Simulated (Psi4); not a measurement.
# AlNH3O (SMILES [NH2][Al][OH]): U-wB97X-D/3-21G (sweep point 2)

Aim: the vertical ionisation energy of AlNH3O at U-wB97X-D/3-21G (sweep point 2), from 2 runs. 

The results are computed with Psi4 1.11.

### 1 The system as given

The species is AlNH3O (6 atoms), meant as a doublet with charge 0. SMILES: `[NH2][Al][OH]`. Geometry: relaxed at PBE0-D4/def2-TZVP. This is one conformer, not always the lowest.

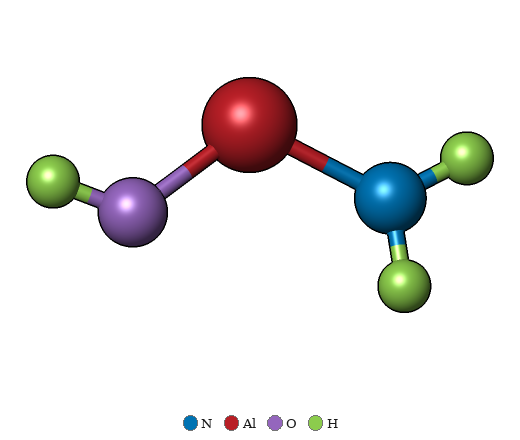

Viewed from a chosen angle; nitrogen blue, aluminium red, oxygen purple, hydrogen green.

### 2 The energy at U-wB97X-D/3-21G (sweep point 2)

File alh3no.inp:

```
memory 1600 mb

molecule {
  0 2
  N     -1.74591797     0.45391222    -1.43770364
  Al     1.12476499     1.13629232     0.13360364
  O      2.25652197    -1.16879561     2.08096641
  H     -2.71043418    -1.17843321    -1.24192801
  H     -2.63560103     1.62818803    -2.63956945
  H      3.79022369    -0.99229519     3.01751468
  units au
  symmetry c1
}

set globals {
  basis                3-21G
  reference            uks
  puream               true
  scf_type             pk
  dft_radial_points    99
  dft_spherical_points 590
  maxiter              150
}

energy('wb97x-d')
```

The run is started by

```
$ psi4 alh3no.inp alh3no.out -n 1
```

alh3no.out (excerpt; [...] marks lines left out):

```text
[...]
  Running in c1 symmetry.
[...]
  Nuclear repulsion =   93.731213377113235
[...]
  Multiplicity = 2
[...]
  Nalpha       = 16
  Nbeta        = 15
[...]
    Number of basis functions: 37
[...]
   @UKS iter   1:  -371.85238051470799   -6.11041e-01   2.29959e-02 DIIS/ADIIS
[...]
   @UKS iter   9:  -372.13695225837654   -1.75347e-08   5.85012e-07 DIIS
[...]
   @S^2 Observed:                7.525107257E-01
[...]
    Orbital Energies [Eh]
    ---------------------
    Alpha Occupied:
       1A    -55.771696     2A    -19.118311     3A    -14.318044
       4A     -4.210120     5A     -2.746138     6A     -2.745670
       7A     -2.742627     8A     -1.054164     9A     -0.903545
      10A     -0.571270    11A     -0.545235    12A     -0.480863
      13A     -0.405527    14A     -0.375210    15A     -0.309659
      16A     -0.258302
    Alpha Virtual:
      17A      0.077896    18A      0.126642    19A      0.157566
      20A      0.249022    21A      0.289427    22A      0.293732
      23A      0.314334    24A      0.318326    25A      0.456161
[...]
  @UKS Final Energy:  -372.13695225837654
   => Energetics <=
    Nuclear Repulsion Energy =             93.7312133771132352
    One-Electron Energy =                -701.8078949855575956
    Two-Electron Energy =                 261.0075975898658953
    DFT Exchange-Correlation Energy =     -25.0670376416100886
    Empirical Dispersion Energy =          -0.0008305981879761
    VV10 Nonlocal Energy =                  0.0000000000000000
    Total Energy =                       -372.1369522583765388
[...]
 Multipole Moments:
 ------------------------------------------------------------------------------------
     Multipole            Electronic (a.u.)      Nuclear  (a.u.)        Total (a.u.)
 ------------------------------------------------------------------------------------
 L = 1.  Multiply by 2.5417464519 to convert [e a0] to [Debye]
 Dipole X            :          2.0548289           -1.9880953            0.0667336
 Dipole Y            :          1.4213898           -1.1262401            0.2951497
 Dipole Z            :          0.6434764           -0.7510462           -0.1075698
 Magnitude           :                                                    0.3211510
[...]
```

It took 8.1 s on 1 thread of Intel Xeon Platinum 8488C (Sapphire Rapids), shared host; peak memory 0.5 GiB.

### 3 The singlet cation

File calc.dat:

```
memory 1600 MB

molecule mol {
  1 1
  N     -1.74591797     0.45391222    -1.43770364
  Al     1.12476499     1.13629232     0.13360364
  O      2.25652197    -1.16879561     2.08096641
  H     -2.71043418    -1.17843321    -1.24192801
  H     -2.63560103     1.62818803    -2.63956945
  H      3.79022369    -0.99229519     3.01751468
  units bohr
  symmetry c1
}

set {
  puream               true
  scf_type             pk
  dft_radial_points    99
  dft_spherical_points 590
}

energy("wb97x-d/3-21G")
print_variables()
```

The run is started by

```
$ psi4 -n 1 calc.dat calc.out
```

calc.out (excerpt; [...] marks lines left out):

```text
[...]
  Running in c1 symmetry.
[...]
  Nuclear repulsion =   93.731213377113235
[...]
  Multiplicity = 1
[...]
  Nalpha       = 15
  Nbeta        = 15
[...]
    Number of basis functions: 37
[...]
   @RKS iter   1:  -371.57469631189662   -3.33357e-01   2.18292e-02 DIIS/ADIIS
[...]
   @RKS iter   9:  -371.85686652342429   -2.15449e-08   4.97274e-07 DIIS
[...]
    Orbital Energies [Eh]
    ---------------------
    Doubly Occupied:
       1A    -56.099108     2A    -19.386260     3A    -14.553478
       4A     -4.530707     5A     -3.067005     6A     -3.065781
       7A     -3.062230     8A     -1.304909     9A     -1.124017
      10A     -0.814743    11A     -0.761243    12A     -0.711068
      13A     -0.639785    14A     -0.620484    15A     -0.535483
[...]
  @RKS Final Energy:  -371.85686652342429
   => Energetics <=
    Nuclear Repulsion Energy =             93.7312133771132352
    One-Electron Energy =                -693.5632832967894501
    Two-Electron Energy =                 252.8770469564402958
    DFT Exchange-Correlation Energy =     -24.9010129620004435
    Empirical Dispersion Energy =          -0.0008305981879761
    VV10 Nonlocal Energy =                  0.0000000000000000
    Total Energy =                       -371.8568665234243440
[...]
 Multipole Moments:
 ------------------------------------------------------------------------------------
     Multipole            Electronic (a.u.)      Nuclear  (a.u.)        Total (a.u.)
 ------------------------------------------------------------------------------------
 L = 1.  Multiply by 2.5417464519 to convert [e a0] to [Debye]
 Dipole X            :          2.8124628           -1.9880953            0.8243675
 Dipole Y            :          2.7481276           -1.1262401            1.6218875
 Dipole Z            :          0.4666859           -0.7510462           -0.2843603
 Magnitude           :                                                    1.8414564
[...]
```

Wall time 6.3 s (1 thread of Intel Xeon Platinum 8488C (Sapphire Rapids), shared host); peak memory 0.5 GiB.

### 4 Summary of results

At U-wB97X-D/3-21G (sweep point 2):

| quantity | value |
| --- | --- |
| doublet AlNH3O: total energy | -372.13695 Eh |
| doublet AlNH3O: dipole moment | 0.82 D |
| doublet AlNH3O: HOMO energy (highest over α and β) | -7.03 eV |
| doublet AlNH3O: LUMO energy (lowest over α and β) | -0.78 eV |
| doublet AlNH3O: dispersion energy | -2.18 kJ/mol |
| doublet AlNH3O: ⟨S²⟩ | 0.753 |
| singlet cation: total energy | -371.85687 Eh |
| singlet cation: HOMO energy | -14.57 eV |
| singlet cation: LUMO energy | -8.01 eV |
| singlet cation: HOMO–LUMO gap | 6.56 eV |
| singlet cation: dispersion energy | -2.18 kJ/mol |
| vertical ionisation energy (to the singlet cation) | 7.622 eV |

The vertical ionisation energy comes to 7.62 eV (176 kcal/mol). Only the singlet of the ionised species was computed; a triplet could lie lower.
